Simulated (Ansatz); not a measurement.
**AlBrH3N: two geometries relaxed**

Aim: relax the geometries before and after the inversion of the pyramid at N1, and see whether they are two minima and how far apart in energy. SMILES of the start: [NH2][AlH][Br].

Method: RKS B3LYP-D4/def2-mTZVP, in Ansatz 0.2.0.

## 1. The structure to begin with

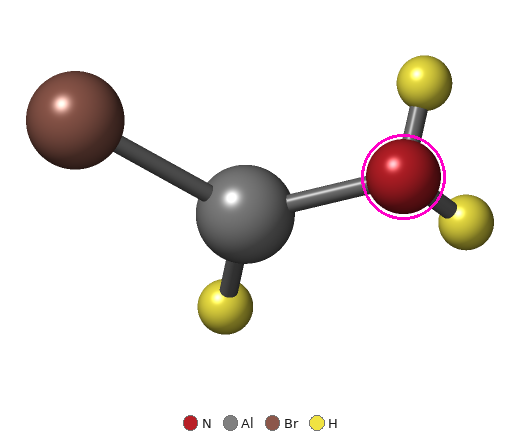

The starting structure, seen from a free direction (nitrogen red, aluminium grey, bromine brown, hydrogen yellow). Ringed: N1.

Structure file:

```xyz
6

N    -0.8276    0.0767   -0.8039
Al    0.3215   -0.1511    0.6445
Br    1.4756   -2.1943    0.8303
H    -1.1636    1.1086   -0.7369
H    -0.3018    0.0733   -1.7061
H     0.5380    1.0228    1.7259
```

## 2. End point A

Input file input.yaml:

```yaml
crystal:
  periodic: [false, false, false]
  atoms:
    - { symbol: "N", position_ang: [-0.8276, 0.0767, -0.8039] }
    - { symbol: Al, position_ang: [0.3215, -0.1511, 0.6445] }
    - { symbol: Br, position_ang: [1.4756, -2.1943, 0.8303] }
    - { symbol: H, position_ang: [-1.1636, 1.1086, -0.7369] }
    - { symbol: H, position_ang: [-0.3018, 0.0733, -1.7061] }
    - { symbol: H, position_ang: [0.538, 1.0228, 1.7259] }
basis:
  gaussian: { orbitals: def2-mTZVP }
hamiltonian:
  xc: b3lyp
  dispersion: d4
relax:
  f_tol: 0.015
  max_steps: 40
```

Run with:

```
ansatz run input.yaml --threads 1 --pin off --max-ram 2048MiB --backend cpu --events-out ev --progress --plain --runs-dir out
```

Standard output (excerpt; [...] marks lines left out):

```text
Warning: RAYON_NUM_THREADS=1 ignored (pool sized by the plan → 1); use --threads N
[...]
Functional definition: B3LYP
[...]
830 factors; integrals over basis functions are off by at most 5.8e-4 eV
[...]
mean field -78186.29609435 eV, -2873.2933848923 hartree, gradient 4.0e-5 eV, S^2 0.000000; 0 other end points of the search recorded, 0 dependent functions left out
[...]
reference -78186.29633379 eV, -2873.2933936917 hartree; 29, 29 occupied and 57, 57 virtual orbitals, 830 factors
relax step   1: F+E_penalty+E_count = -78186.45903303 eV  Δ(F+E_penalty+E_count) = +0.000e0 eV  max|allowed force component| = 2.551e0 eV/Å  Δτ_max = 0.0000 Å  (26 SCF iters, accepted)
[...]
relax step   5: F+E_penalty+E_count = -78187.00512531 eV  Δ(F+E_penalty+E_count) = -8.424e-3 eV  max|allowed force component| = 4.227e-2 eV/Å  Δτ_max = 0.1235 Å  (28 SCF iters, accepted)
[...]
relax step   6: F+E_penalty+E_count = -78187.00734364 eV  Δ(F+E_penalty+E_count) = -2.218e-3 eV  max|allowed force component| = 8.226e-3 eV/Å  Δτ_max = 0.0485 Å  (28 SCF iters, accepted)
830 factors; integrals over basis functions are off by at most 6.7e-4 eV
[...]
mean field -78186.83769798 eV, -2873.3132884587 hartree, gradient 2.5e-5 eV, S^2 0.000000; 1 other end points of the search recorded, 0 dependent functions left out
[...]
reference -78186.83793241 eV, -2873.3132970737 hartree; 29, 29 occupied and 57, 57 virtual orbitals, 830 factors
Total energy: -78187.00757806 eV, -2873.3195314367 hartree
Atom 0 at    -0.540801     0.313678    -0.787588 Å, force     0.006267    -0.004991     0.008226 eV/Å
Atom 1 at     0.368145    -0.084491     0.670584 Å, force    -0.005576     0.006054    -0.003169 eV/Å
Atom 2 at     1.481497    -2.067420     0.691626 Å, force     0.001863    -0.001466    -0.000894 eV/Å
Atom 3 at    -1.077146     1.161826    -0.913060 Å, force    -0.000670     0.003060    -0.003906 eV/Å
Atom 4 at    -0.601739    -0.268325    -1.611996 Å, force    -0.002906    -0.001096    -0.002651 eV/Å
Atom 5 at     0.412144     0.880733     1.904233 Å, force     0.001022    -0.001563     0.002394 eV/Å
Dipole moment:    -0.298694     0.341203    -0.230111 e Å
```

It took 24 s on 1 thread of Arm Neoverse V1, shared host; peak memory 0.17 GiB.

The steps of the relaxation:

```tsv
step	energy from step 1 (eV)	largest force component (eV/Å)
1	0.0000	2.5509
2	-0.2571	1.5304
3	-0.4876	0.3772
4	-0.5377	0.3258
5	-0.5461	0.0423
6	-0.5483	0.0082
```

Step 1 is the start.

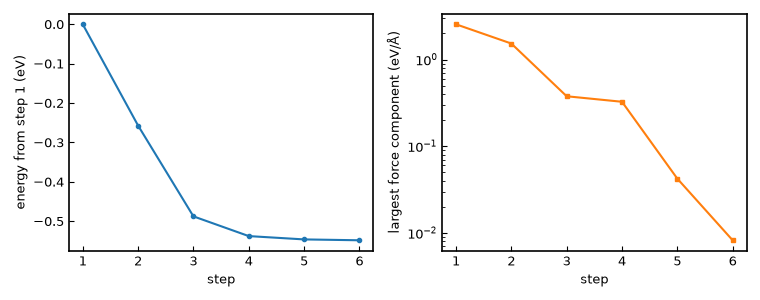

How energy and force went from step to step.

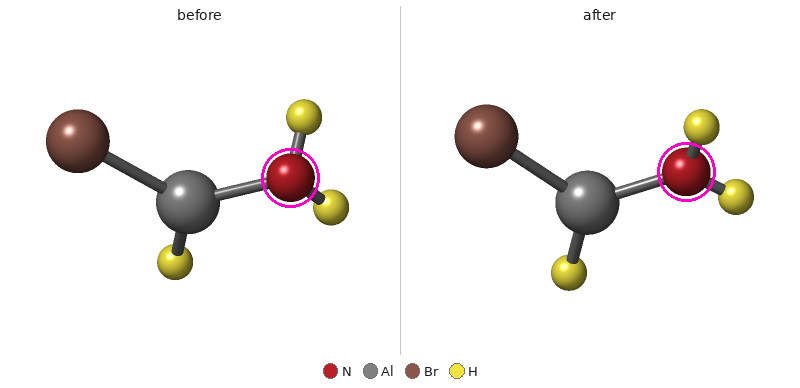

Before and after, at one scale.

After: Bond lengths: N1–Al2 1.764 Å, Al2–Br3 2.274 Å, N1–H4 1.011 Å, N1–H5 1.011 Å, Al2–H6 1.567 Å. Angles: N1–Al2–Br3 117.2°, N1–Al2–H6 121.8°, Br3–Al2–H6 121.1°, Al2–N1–H4 124.4°, Al2–N1–H5 125.1°, H4–N1–H5 110.5°.

## 3. Relaxing end B

The second end starts from a geometry with the move made by hand.

input.yaml, as its differences from that of step 2:

```diff
@@ -6,4 +6,4 @@
     - { symbol: Br, position_ang: [1.4756, -2.1943, 0.8303] }
-    - { symbol: H, position_ang: [-1.1636, 1.1086, -0.7369] }
-    - { symbol: H, position_ang: [-0.3018, 0.0733, -1.7061] }
+    - { symbol: H, position_ang: [-1.82711, 0.05273, -0.37657] }
+    - { symbol: H, position_ang: [-0.82977, -0.76688, -1.41937] }
     - { symbol: H, position_ang: [0.538, 1.0228, 1.7259] }
@@ -17 +17,3 @@
   max_steps: 40
+output:
+  orbitals: {}
```

Run with:

```
ansatz run input.yaml --threads 1 --pin off --max-ram 2048MiB --backend cpu --events-out ev --progress --plain --runs-dir out
```

Standard output (excerpt; [...] marks lines left out):

```text
Warning: RAYON_NUM_THREADS=1 ignored (pool sized by the plan → 1); use --threads N
[...]
[... 1 set-up line as earlier in the session ...]
[...]
830 factors; integrals over basis functions are off by at most 6.6e-4 eV
[...]
mean field -78186.29848532 eV, -2873.2934727591 hartree, gradient 3.4e-5 eV, S^2 0.000000; 0 other end points of the search recorded, 0 dependent functions left out
[...]
reference -78186.29872569 eV, -2873.2934815925 hartree; 29, 29 occupied and 57, 57 virtual orbitals, 830 factors
relax step   1: F+E_penalty+E_count = -78186.46248572 eV  Δ(F+E_penalty+E_count) = +0.000e0 eV  max|allowed force component| = 1.816e0 eV/Å  Δτ_max = 0.0000 Å  (25 SCF iters, accepted)
[...]
relax step   6: F+E_penalty+E_count = -78187.00687949 eV  Δ(F+E_penalty+E_count) = -1.446e-2 eV  max|allowed force component| = 7.552e-2 eV/Å  Δτ_max = 0.1018 Å  (28 SCF iters, accepted)
[...]
830 factors; integrals over basis functions are off by at most 9.5e-4 eV
[...]
mean field -78186.83767070 eV, -2873.3132874563 hartree, gradient 2.5e-5 eV, S^2 0.000000; 1 other end points of the search recorded, 0 dependent functions left out
[...]
reference -78186.83790491 eV, -2873.3132960632 hartree; 29, 29 occupied and 57, 57 virtual orbitals, 830 factors
Total energy: -78187.00758331 eV, -2873.3195316294 hartree
Atom 0 at    -0.922203    -0.205902    -0.581462 Å, force     0.004756    -0.006746    -0.003034 eV/Å
Atom 1 at     0.297864    -0.241999     0.692077 Å, force    -0.008455    -0.002345    -0.008467 eV/Å
Atom 2 at     1.701559    -2.031532     0.729824 Å, force    -0.000314     0.003194     0.000494 eV/Å
Atom 3 at    -1.603272     0.531843    -0.702650 Å, force     0.000874     0.005021     0.003089 eV/Å
Atom 4 at    -1.040627    -0.914830    -1.292800 Å, force     0.002271     0.001654     0.007086 eV/Å
Atom 5 at     0.417299     0.902370     1.755872 Å, force     0.000867    -0.000778     0.000833 eV/Å
Dipole moment:    -0.388023     0.259110    -0.203880 e Å
```

Wall time 28 s (1 thread of Arm Neoverse V1, shared host); peak memory 0.17 GiB.

Relaxation path:

```tsv
step	energy from step 1 (eV)	largest force component (eV/Å)
1	0.0000	1.8162
2	-0.2318	1.9103
3	-0.3214	2.4072
4	-0.4838	0.5860
5	-0.5299	0.2830
6	-0.5444	0.0755
7	-0.5449	0.0085
```

Step 1 is the start.

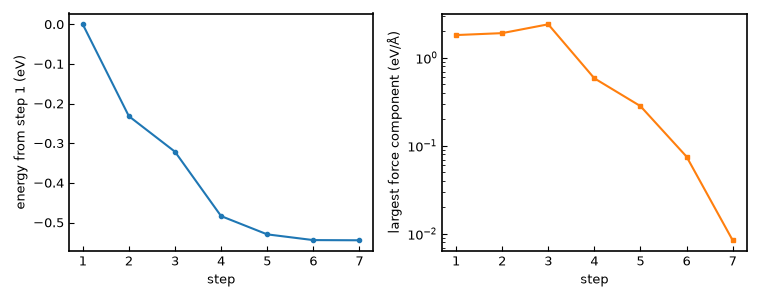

Energy and largest force along the relaxation.

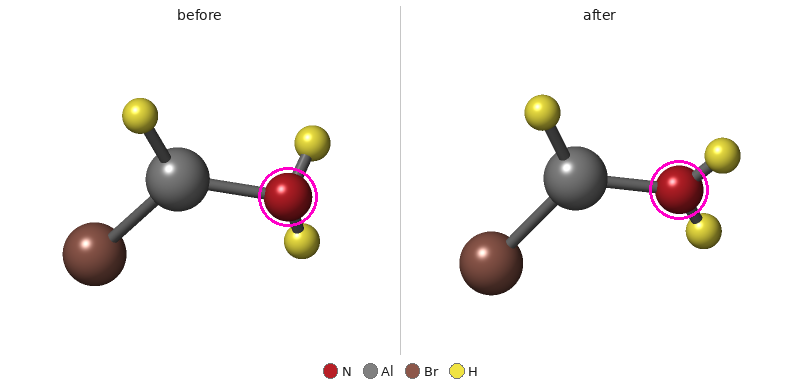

Before and after, at one scale.

After: Bond lengths: N1–Al2 1.764 Å, Al2–Br3 2.275 Å, N1–H4 1.011 Å, N1–H5 1.011 Å, Al2–H6 1.567 Å. Angles: N1–Al2–Br3 117.1°, N1–Al2–H6 121.9°, Br3–Al2–H6 121.1°, Al2–N1–H4 124.6°, Al2–N1–H5 125.1°, H4–N1–H5 110.4°.

## 4. Results

```
                           quantity                    value
                              end A  5 moves, 0.548 eV lower
                              end B  6 moves, 0.545 eV lower
largest difference between the ends                   0.00 Å
            end B relative to end A                -0.000 eV
```

What this shows: The two relaxations end at one structure, within 0.00 Å: no second minimum was found from this start, which doesn't rule one out.
